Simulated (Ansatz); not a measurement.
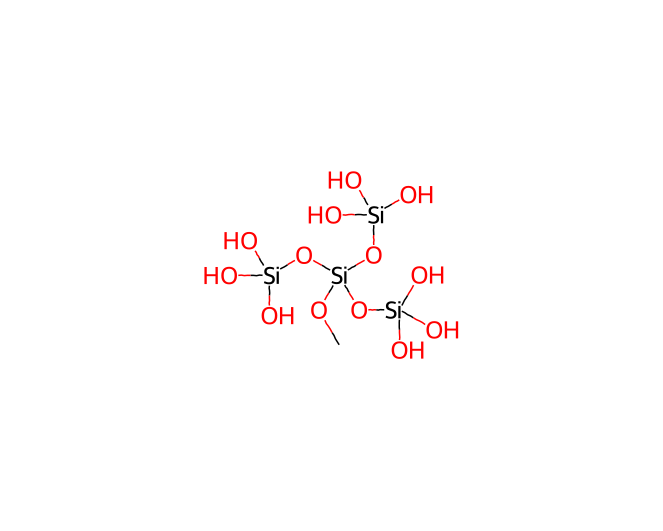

(Drawn from a calculation with Ansatz.)

A structural formula.

**Write the SMILES.**

CO[Si](O[Si](O)(O)O)(O[Si](O)(O)O)O[Si](O)(O)O

**Give the formula, hydrogens included.**

CH12O13Si4.

**An optimisation with PBE0-D4/def2-TZVP gave a structure of which point group?**

C1. Other conformers may differ.
